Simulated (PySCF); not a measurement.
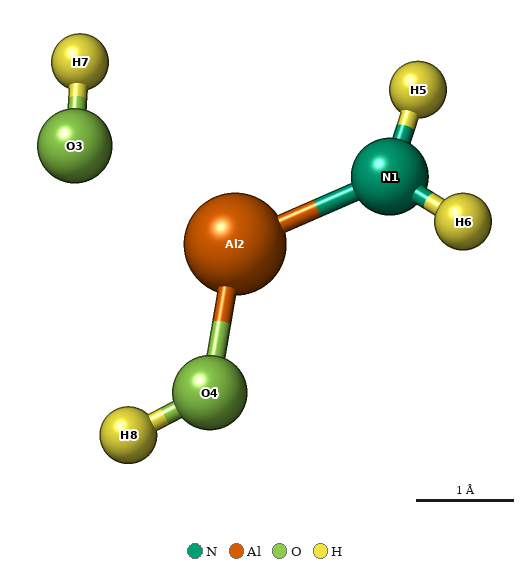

**Figure 1.** The structure (ball-and-stick view, seen at a tilt; atoms are numbered from 1 in the order of the input). Sticks mark near contacts. Bond lengths as drawn: Al–N 1.76 Å, Al–O 1.69 Å, H–N 1.01 Å and H–O 0.95 to 0.96 Å.

**Run report: AlNH4O2, single-point calculation**

- system: AlNH4O2
- method: M06-L/6-311+G**, RKS (PySCF 2.14.0)

A bond length was changed on purpose from its optimised value.

**Log**
```
converged SCF energy = -450.166698238429
E(M06-L) = -450.166698238
```

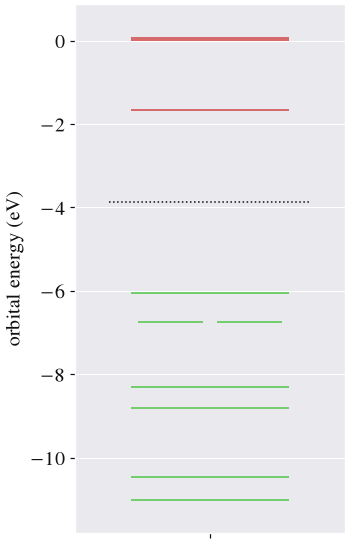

**Figure 2.** Orbital energies near the frontier; the dotted line parts filled from empty levels, and levels within 0.02 eV of each other stand side by side. Highest filled −6.06 eV, lowest empty −1.67 eV, 4.39 eV apart.

This output came from the following input.

**Input file (job.py)**
```python
from pyscf import gto, dft

system = gto.M(
    atom='''
N   -0.917641   1.518437   0.304707
Al  -0.442341  -0.166763   0.130507
O    1.569400  -0.806100  -0.500900
O   -1.604341  -1.348563   0.469907
H   -0.331441   2.317537   0.136707
H   -1.836841   1.809537   0.593407
H    2.287000  -0.213800  -0.712700
H   -1.417041  -2.282263   0.396907
''',
    spin=0,
    verbose=3,
    basis='6-311+g**',
    max_memory=1860,
    charge=0,
)

mf = dft.RKS(system)
mf.xc = 'm06-l'
mf.conv_tol = 1e-10
mf.grids.level = 5
mf.kernel()
if not mf.converged:
    mf = mf.newton().run(mf.mo_coeff, mf.mo_occ)

energy = mf.e_tot
print('E(%s) = %.9f' % ('M06-L', energy))
```

Launch command:
```bash
OMP_NUM_THREADS=1 python job.py
```

**Key numbers**

| quantity | value |
| --- | --- |
| outcome | converged |
| total energy | −450.166698 hartree |
| basis functions | 120 |
| HOMO | −6.06 eV |
| LUMO | −1.67 eV |
| dipole moment | 2.12 D |
| hardware | 1 thread of Intel Xeon @ 2.70GHz, 189 GiB of memory available, shared host |
| wall time | 52 s |
| peak memory | 0.7 GiB |
